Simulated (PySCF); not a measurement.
# C₃H₇FSSi: electronic excitations at several levels of theory

How much do the electronic excitations of C₃H₇FSSi (`C=C([SiH2]F)SC`) depend on the level of theory, and what does each level cost?

The runs use PySCF 2.14.0, with density-fitted response routines of our own; the level of theory stands in each step. All values are computed, except where a source is named. Atoms count from 0, in the outputs and in this text.

## 1. Starting geometry

13 atoms, charge 0, multiplicity 1; geometry from: GFN2-xTB. The atoms were then displaced at random by about 0.01 Å, so the start is not that level's minimum.

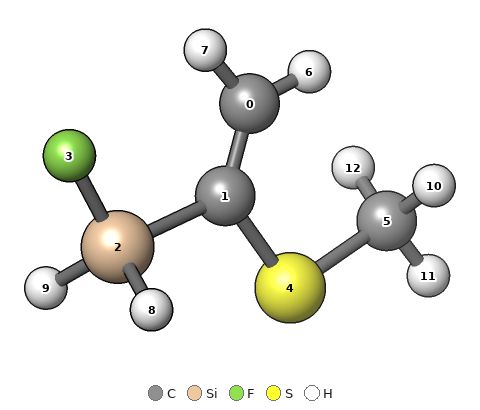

As it starts; carbon grey, silicon light orange, fluorine green, sulfur yellow, hydrogen white, atoms numbered; sticks join atoms by distance.

## 2. Geometry optimisation at PBE0-D3(BJ)/def2-SVP

The job: settings as JSON, then the geometry in Å.

```
{"job": {"xc": "PBE0", "basis": "def2-SVP", "d3": "d3bj", "grid": 1, "shake": 0.01, "kind": "geom"}, "charge": 0, "multiplicity": 1}
C     -0.488900     1.123050     0.443250
C     -0.440550    -0.102410    -0.018120
Si    -1.964870    -1.175680    -0.379330
F     -3.195310    -0.264020    -0.015620
S      1.075700    -0.949430    -0.371050
C      2.363400     0.284100     0.022450
H      0.354590     1.769490     0.645430
H     -1.457090     1.598290     0.617760
H     -2.017820    -2.314410     0.540260
H     -2.069520    -1.484130    -1.776430
H      2.312860     0.541120     1.085940
H      3.317520    -0.207220    -0.188480
H      2.215810     1.164360    -0.616400
```

Started as:

```bash
$ OMP_NUM_THREADS=1 python probes_run.py task.json out
```

One launch serves the whole session: the jobs run in the order shown.

Standard output:

```text
step   0  E = -905.20997929  max force = 0.042742
step   1  E = -905.21695110  max force = 0.010572
step   2  E = -905.21762717  max force = 0.003401
step   3  E = -905.21770347  max force = 0.001235
step   4  E = -905.21774037  max force = 0.000747
step   5  E = -905.21776378  max force = 0.000678
step   6  E = -905.21777855  max force = 0.000824
step   7  E = -905.21778213  max force = 0.000500
step   8  E = -905.21778250  max force = 0.000501
step   9  E = -905.21778321  max force = 0.000605
step  10  E = -905.21778585  max force = 0.000392
optimisation converged
```

Wall time 1.7 min (1 thread of Arm Neoverse N1, shared host); peak memory 0.54 GiB.

The steps of the relaxation:

```tsv
step	energy from step 0 (eV)	largest force component (eV/Å)
0	0.0000	2.1979
1	-0.1897	0.5436
2	-0.2081	0.1749
3	-0.2102	0.0635
4	-0.2112	0.0384
5	-0.2118	0.0349
6	-0.2122	0.0424
7	-0.2123	0.0257
8	-0.2123	0.0258
9	-0.2124	0.0311
10	-0.2124	0.0202
```

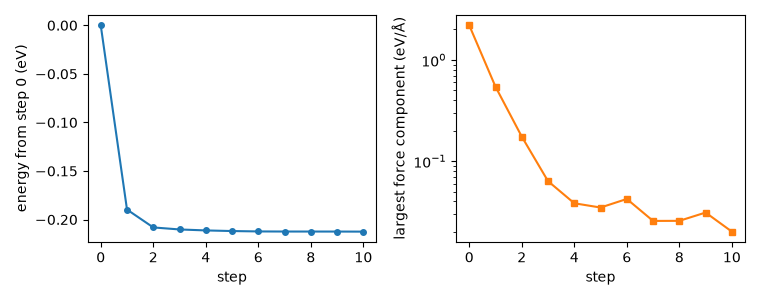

Energy and force, step by step.

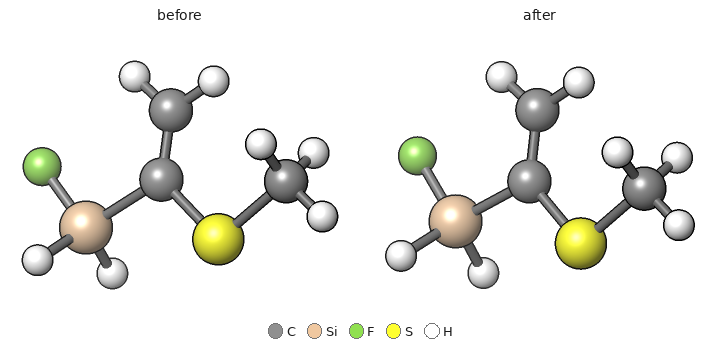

Before and after, at one scale.

Close pairs (by a distance rule), those that changed most:

```tsv
bond	before (Å)	after (Å)	change (Å)
Si2–F3	1.574	1.629	+0.055
Si2–H9	1.435	1.488	+0.053
C0–C1	1.310	1.344	+0.034
S4–C5	1.826	1.798	-0.028
C1–Si2	1.899	1.874	-0.025
Si2–H8	1.465	1.488	+0.024
C1–S4	1.772	1.751	-0.022
C0–H6	1.082	1.094	+0.012
```

The final coordinates are the input of the step that follows.

```tsv
at the end point	value
point group (found at 0.08 Å tolerance)	C1
rotational constants (GHz, main isotopes)	5.627, 1.202, 1.009
dipole moment (D)	2.20
```

## 3. Excited states and response: PBE0/def2-SVP

The job: settings as JSON, then the geometry in Å.

```
{"job": {"kind": "uv", "xc": "PBE0", "basis": "def2-SVP"}, "charge": 0, "multiplicity": 1}
C     -0.471130     1.158155     0.435038
C     -0.401498    -0.088695    -0.062968
Si    -1.995837    -0.985655    -0.469174
F     -3.206622     0.067166    -0.190124
S      1.048867    -1.017309    -0.377492
C      2.364144     0.095757     0.136968
H      0.410394     1.745806     0.706872
H     -1.446217     1.629628     0.583631
H     -2.198331    -2.167830     0.411901
H     -2.044206    -1.389890    -1.900378
H      2.291045     0.328572     1.209716
H      3.307517    -0.433094    -0.054100
H      2.348292     1.025636    -0.450826
```

With the program's defaults for keys left out, this is: TDDFT PBE0/def2-SVP, vertical, gas phase, core orbitals frozen in the response.

Standard output:

```text
coarse grid: 11936 points
cycle   1  E = -905.0434424068  dE =  3.974e-01  |g| = 5.628e-01  |ddm| = 3.648e+00
cycle   2  E = -904.9763020833  dE =  6.714e-02  |g| = 8.503e-01  |ddm| = 1.213e+00
cycle   3  E = -905.1040683915  dE = -1.278e-01  |g| = 7.115e-02  |ddm| = 7.536e-01
cycle   4  E = -905.1050457797  dE = -9.774e-04  |g| = 3.897e-02  |ddm| = 1.312e-01
cycle   5  E = -905.1054200941  dE = -3.743e-04  |g| = 1.278e-02  |ddm| = 4.560e-02
cycle   6  E = -905.1054596418  dE = -3.955e-05  |g| = 2.285e-03  |ddm| = 1.349e-02
cycle   7  E = -905.1054609837  dE = -1.342e-06  |g| = 6.845e-04  |ddm| = 3.354e-03
final grid: 106504 points
cycle   8  E = -905.2065899145  dE = -1.787e-05  |g| = 8.701e-03  |ddm| = 2.832e-02
cycle   9  E = -905.2065725042  dE =  1.741e-05  |g| = 1.163e-02  |ddm| = 2.148e-02
cycle  10  E = -905.2066102155  dE = -3.771e-05  |g| = 9.926e-04  |ddm| = 1.392e-02
cycle  11  E = -905.2066104995  dE = -2.841e-07  |g| = 3.003e-04  |ddm| = 1.457e-03
cycle  12  E = -905.2066105216  dE = -2.208e-08  |g| = 7.398e-05  |ddm| = 3.158e-04
cycle  13  E = -905.2066105227  dE = -1.090e-09  |g| = 3.601e-05  |ddm| = 1.026e-04
cycle  14  E = -905.2066105231  dE = -3.540e-10  |g| = 3.793e-06  |ddm| = 4.187e-05
converged SCF energy = -905.2066105231

Static polarisability (au): isotropic 70.583, principal 48.683 78.271 84.797

Singlet excitations
state   eV       nm        f      main configurations
  1   5.2029    238.3   0.00153   H->L+1 0.95
  2   5.5944    221.6   0.16124   H->L 0.92
  3   6.5942    188.0   0.00122   H->L+2 0.83, H->L+4 0.08
  4   7.1346    173.8   0.00400   H-2->L 0.96
  5   7.2167    171.8   0.00048   H->L+3 0.73, H->L+4 0.12, H->L+2 0.11
  6   7.4564    166.3   0.00123   H->L+4 0.69, H->L+3 0.16
  7   7.5484    164.3   0.01208   H-1->L+1 0.67, H-3->L 0.17
  8   7.6265    162.6   0.00622   H-3->L 0.78, H-1->L+1 0.12
  9   7.7390    160.2   0.11352   H-1->L 0.51, H-2->L+1 0.34, H-1->L+1 0.08
 10   7.8761    157.4   0.09339   H-2->L+1 0.64, H-1->L 0.29

Triplet excitations (Tamm-Dancoff, eV): 3.5894 4.8797 6.1258 6.1973
```

Wall time 23 s (1 thread of Arm Neoverse N1, shared host); peak memory 0.63 GiB.

Frontier orbitals and where they lie:

```tsv
orbital	eV	atoms
HOMO−3	-9.36	S4 64 %, C5 13 %, C1 9 %
HOMO−2	-9.07	C1 30 %, Si2 21 %, S4 10 %
HOMO−1	-8.83	C1 26 %, S4 17 %, C0 16 %
HOMO	-6.41	S4 59 %, C0 28 %, C1 6 %
LUMO	-0.28	C0 41 %, C1 32 %, Si2 10 %
LUMO+1	0.15	Si2 53 %, S4 15 %, C5 11 %
LUMO+2	1.69	S4 25 %, Si2 19 %, C5 12 %
```

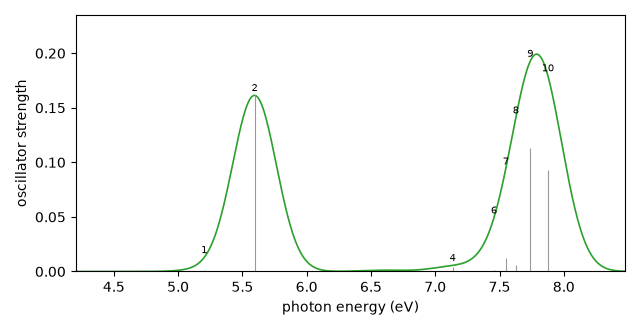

Absorption spectrum from the 10 singlet states computed; above the last one it falls off for lack of states. Lines are broadened to a width of 0.40 eV (Gaussian).

Ground-state properties from the same run:

```tsv
property	computed
dipole moment (D)	2.20
polarisability (Å³)	10.46
HOMO–LUMO gap (eV)	6.13
−ε(HOMO) (eV)	6.41
```

## 4. Ultraviolet spectrum: PBE0/def2-TZVP

Settings changed since step 3:

```diff
@@ -1,2 +1,2 @@
-{"job": {"kind": "uv", "xc": "PBE0", "basis": "def2-SVP"}, "charge": 0, "multiplicity": 1}
+{"job": {"kind": "uv", "xc": "PBE0", "basis": "def2-TZVP"}, "charge": 0, "multiplicity": 1}
 C     -0.471130     1.158155     0.435038
```

With the program's defaults for keys left out, this is: TDDFT PBE0/def2-TZVP, vertical, gas phase, core orbitals frozen in the response.

Standard output:

```text
coarse grid: 11936 points
cycle   1  E = -905.6444540847  dE =  4.143e-01  |g| = 5.956e-01  |ddm| = 2.757e+00
cycle   2  E = -905.5683747983  dE =  7.608e-02  |g| = 9.255e-01  |ddm| = 8.459e-01
cycle   3  E = -905.7069361151  dE = -1.386e-01  |g| = 7.848e-02  |ddm| = 5.232e-01
cycle   4  E = -905.7079887389  dE = -1.053e-03  |g| = 4.173e-02  |ddm| = 1.001e-01
cycle   5  E = -905.7083815948  dE = -3.929e-04  |g| = 1.589e-02  |ddm| = 3.565e-02
cycle   6  E = -905.7084389724  dE = -5.738e-05  |g| = 3.257e-03  |ddm| = 1.063e-02
cycle   7  E = -905.7084413309  dE = -2.359e-06  |g| = 1.028e-03  |ddm| = 2.666e-03
final grid: 106504 points
cycle   8  E = -905.7061282332  dE = -5.075e-05  |g| = 1.030e-02  |ddm| = 4.747e-02
cycle   9  E = -905.7061048150  dE =  2.342e-05  |g| = 1.369e-02  |ddm| = 1.565e-02
cycle  10  E = -905.7061511362  dE = -4.632e-05  |g| = 1.485e-03  |ddm| = 1.013e-02
cycle  11  E = -905.7061517332  dE = -5.971e-07  |g| = 5.138e-04  |ddm| = 1.438e-03
cycle  12  E = -905.7061517953  dE = -6.210e-08  |g| = 1.269e-04  |ddm| = 3.709e-04
cycle  13  E = -905.7061517988  dE = -3.434e-09  |g| = 5.370e-05  |ddm| = 1.088e-04
cycle  14  E = -905.7061517995  dE = -7.194e-10  |g| = 1.043e-05  |ddm| = 4.243e-05
converged SCF energy = -905.7061517995

Static polarisability (au): isotropic 80.580, principal 58.099 87.825 95.816

Singlet excitations
state   eV       nm        f      main configurations
  1   4.8544    255.4   0.00247   H->L+1 0.91
  2   5.3669    231.0   0.16973   H->L 0.89
  3   6.1637    201.2   0.00032   H->L+2 0.80
  4   6.6422    186.7   0.00078   H->L+3 0.78, H->L+2 0.13
  5   6.9137    179.3   0.00134   H-2->L 0.86
  6   7.0002    177.1   0.00305   H->L+4 0.71, H->L+3 0.11
  7   7.1841    172.6   0.00656   H-1->L+1 0.76, H-1->L 0.08
  8   7.3745    168.1   0.01218   H-2->L+1 0.63, H->L+5 0.15
  9   7.3889    167.8   0.00220   H->L+5 0.48, H-2->L+1 0.25, H-3->L 0.09
 10   7.4445    166.5   0.00026   H-3->L 0.75, H->L+5 0.20

Triplet excitations (Tamm-Dancoff, eV): 3.5246 4.5471 5.7383 6.0461
```

Wall time 60 s (1 thread of Arm Neoverse N1, shared host); peak memory 0.91 GiB.

This run: HOMO -6.50 eV, LUMO -0.51 eV; lowest singlet 4.85 eV.

## 5. Ultraviolet spectrum: PBE0/aug-cc-pVDZ

Settings changed since step 4:

```diff
@@ -1,2 +1,2 @@
-{"job": {"kind": "uv", "xc": "PBE0", "basis": "def2-TZVP"}, "charge": 0, "multiplicity": 1}
+{"job": {"kind": "uv", "xc": "PBE0", "basis": "aug-cc-pVDZ"}, "charge": 0, "multiplicity": 1}
 C     -0.471130     1.158155     0.435038
```

Level: TDDFT PBE0/aug-cc-pVDZ, vertical, gas phase, core orbitals frozen in the response.

Standard output:

```text
coarse grid: 11936 points
cycle   1  E = -905.5430777726  dE =  4.691e-01  |g| = 5.339e-01  |ddm| = 9.474e+00
cycle   2  E = -905.4773264015  dE =  6.575e-02  |g| = 8.276e-01  |ddm| = 2.654e+00
cycle   3  E = -905.5992163953  dE = -1.219e-01  |g| = 7.157e-02  |ddm| = 1.313e+00
cycle   4  E = -905.6002801697  dE = -1.064e-03  |g| = 3.360e-02  |ddm| = 2.454e-01
cycle   5  E = -905.6005493610  dE = -2.692e-04  |g| = 1.375e-02  |ddm| = 9.348e-02
cycle   6  E = -905.6005956013  dE = -4.624e-05  |g| = 2.649e-03  |ddm| = 3.068e-02
cycle   7  E = -905.6005974459  dE = -1.845e-06  |g| = 6.436e-04  |ddm| = 6.087e-03
final grid: 106504 points
cycle   8  E = -905.6142885544  dE = -2.545e-05  |g| = 9.189e-03  |ddm| = 1.723e-01
cycle   9  E = -905.6142679710  dE =  2.058e-05  |g| = 1.246e-02  |ddm| = 5.282e-02
cycle  10  E = -905.6143110481  dE = -4.308e-05  |g| = 1.058e-03  |ddm| = 2.900e-02
cycle  11  E = -905.6143113821  dE = -3.341e-07  |g| = 3.407e-04  |ddm| = 2.554e-03
cycle  12  E = -905.6143114101  dE = -2.797e-08  |g| = 1.104e-04  |ddm| = 8.297e-04
cycle  13  E = -905.6143114127  dE = -2.586e-09  |g| = 4.708e-05  |ddm| = 3.090e-04
cycle  14  E = -905.6143114133  dE = -6.073e-10  |g| = 5.798e-06  |ddm| = 1.068e-04
converged SCF energy = -905.6143114133

Static polarisability (au): isotropic 86.332, principal 65.009 92.634 101.353

Singlet excitations
state   eV       nm        f      main configurations
  1   4.7771    259.5   0.00400   H->L 0.51, H->L+1 0.45
  2   5.2910    234.3   0.18109   H->L+1 0.51, H->L 0.44
  3   5.5174    224.7   0.00303   H->L+2 0.95
  4   5.9321    209.0   0.00047   H->L+3 0.75
  5   6.1602    201.3   0.01944   H->L+4 0.70
  6   6.3355    195.7   0.00015   H->L+5 0.72, H->L+3 0.15
  7   6.4022    193.7   0.00777   H->L+6 0.38, H->L+7 0.27, H->L+4 0.15
  8   6.4097    193.4   0.01083   H->L+6 0.58, H->L+7 0.20
  9   6.6716    185.8   0.00125   H->L+7 0.36, H->L+9 0.33, H->L+8 0.11
 10   6.9619    178.1   0.00261   H-2->L 0.58, H-2->L+1 0.35

Triplet excitations (Tamm-Dancoff, eV): 3.5685 4.5291 5.4221 5.7325
```

Wall time 50 s (1 thread of Arm Neoverse N1, shared host); peak memory 0.85 GiB.

Key values: HOMO -6.52 eV, LUMO -0.59 eV; lowest singlet 4.78 eV.

## 6. TDDFT and polarisability: PBE0/6-31+G*

Settings changed since step 5:

```diff
@@ -1,2 +1,2 @@
-{"job": {"kind": "uv", "xc": "PBE0", "basis": "aug-cc-pVDZ"}, "charge": 0, "multiplicity": 1}
+{"job": {"kind": "uv", "xc": "PBE0", "basis": "6-31+G*"}, "charge": 0, "multiplicity": 1}
 C     -0.471130     1.158155     0.435038
```

Level: TDDFT PBE0/6-31+G*, vertical, gas phase, core orbitals frozen in the response.

Standard output:

```text
coarse grid: 11936 points
cycle   1  E = -905.5561216530  dE =  4.439e-01  |g| = 5.272e-01  |ddm| = 3.909e+00
cycle   2  E = -905.4966754610  dE =  5.945e-02  |g| = 8.039e-01  |ddm| = 2.011e+00
cycle   3  E = -905.6115503827  dE = -1.149e-01  |g| = 7.108e-02  |ddm| = 1.368e+00
cycle   4  E = -905.6126072353  dE = -1.057e-03  |g| = 3.219e-02  |ddm| = 1.838e-01
cycle   5  E = -905.6128550889  dE = -2.479e-04  |g| = 1.255e-02  |ddm| = 5.177e-02
cycle   6  E = -905.6128931955  dE = -3.811e-05  |g| = 2.826e-03  |ddm| = 1.921e-02
cycle   7  E = -905.6128952710  dE = -2.075e-06  |g| = 6.211e-04  |ddm| = 8.970e-03
final grid: 106504 points
cycle   8  E = -905.5576405510  dE = -1.634e-05  |g| = 9.376e-03  |ddm| = 7.551e-02
cycle   9  E = -905.5576196666  dE =  2.088e-05  |g| = 1.267e-02  |ddm| = 3.031e-02
cycle  10  E = -905.5576646324  dE = -4.497e-05  |g| = 1.082e-03  |ddm| = 2.389e-02
cycle  11  E = -905.5576649623  dE = -3.300e-07  |g| = 3.142e-04  |ddm| = 2.797e-03
cycle  12  E = -905.5576649865  dE = -2.418e-08  |g| = 7.858e-05  |ddm| = 6.969e-04
cycle  13  E = -905.5576649877  dE = -1.207e-09  |g| = 4.028e-05  |ddm| = 1.590e-04
cycle  14  E = -905.5576649882  dE = -4.300e-10  |g| = 4.001e-06  |ddm| = 8.972e-05
converged SCF energy = -905.5576649882

Static polarisability (au): isotropic 78.021, principal 59.058 86.454 88.550

Singlet excitations
state   eV       nm        f      main configurations
  1   4.7856    259.1   0.00291   H->L 0.52, H->L+1 0.45
  2   5.3755    230.6   0.20197   H->L+1 0.51, H->L 0.44
  3   5.6885    218.0   0.00291   H->L+2 0.97
  4   6.0336    205.5   0.00049   H->L+3 0.71, H->L+4 0.11
  5   6.3569    195.0   0.00912   H->L+5 0.57, H->L+3 0.20, H->L+6 0.10
  6   6.5039    190.6   0.00063   H->L+4 0.76, H->L+5 0.16
  7   6.6588    186.2   0.01735   H->L+6 0.74, H->L+5 0.17
  8   6.9586    178.2   0.01660   H->L+7 0.88
  9   7.0238    176.5   0.00162   H->L+8 0.45, H-1->L 0.13, H-2->L 0.09
 10   7.0909    174.8   0.00220   H-2->L 0.51, H-2->L+1 0.29, H->L+8 0.10

Triplet excitations (Tamm-Dancoff, eV): 3.5894 4.5257 5.5476 5.7778
```

Run time: 25 s. Hardware: 1 thread of Arm Neoverse N1, shared host; peak memory 0.68 GiB.

Key values: HOMO -6.50 eV, LUMO -0.53 eV; lowest singlet 4.79 eV.

## 7. Run by run: electronic excitations

Excitations and ground-state properties, with basis size and wall time:

```tsv
run	lowest singlet (eV)	brightest (eV)	f	gap (eV)	α (Å³)	μ (D)	functions	time
PBE0/def2-SVP	5.20	5.59	0.161	6.13	10.46	2.20	127	23 s
PBE0/def2-TZVP	4.85	5.37	0.170	5.98	11.94	2.27	240	60 s
PBE0/aug-cc-pVDZ	4.78	5.29	0.181	5.93	12.79	2.29	209	50 s
PBE0/6-31+G*	4.79	5.38	0.202	5.97	11.56	2.32	130	25 s
```

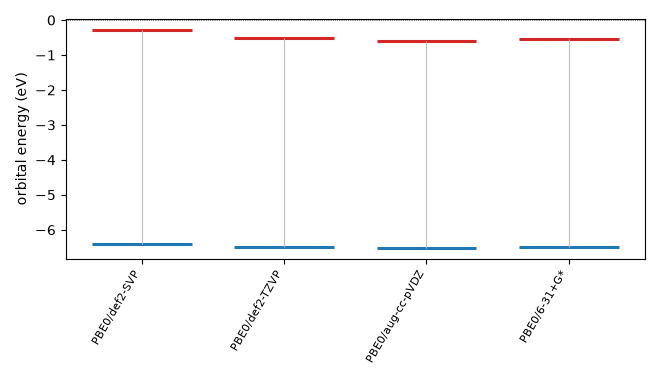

HOMO (blue) and LUMO (red) run by run.

## 8. What came out

| quantity | value |
| --- | --- |
| point group | C1 |
| rotational constants (main isotopes) | 5.63, 1.20, 1.01 GHz |
| lowest singlet (PBE0/def2-SVP) | 5.20 eV (238 nm), f = 0.002 |
| brightest single state of those computed | state 2, 5.59 eV, f = 0.161 |
| lowest triplet | 3.59 eV |
| range of the lowest singlet | 4.78 to 5.20 eV |

In words: Single values in the summary come from the first sound run of each kind (PBE0/def2-SVP), which need not be the best level. The start of the PBE0/def2-SVP relaxation was shaken at random by about 0.01 Å, so part of the energy gained, and of the first lengths quoted, undoes that. Relaxing lowered the energy by 0.212 eV in 10 steps; the close pair that moved most is Si2–F3, from 1.574 to 1.629 Å. The first singlet state (HOMO→LUMO+1 0.95) lies at 5.20 eV and is weak; of the 10 states computed, the strongest absorption comes from state 2 at 5.59 eV (the last state computed absorbs too, and its partners may lie past the list). The lowest triplet lies 1.61 eV below the lowest singlet (triplets in Tamm-Dancoff, singlets in full TDDFT). The lowest singlet runs from 4.78 eV (PBE0/aug-cc-pVDZ) to 5.20 eV (PBE0/def2-SVP), while the orbital gap spans 5.93 to 6.13 eV. The lowest state need not be the same one in every run.
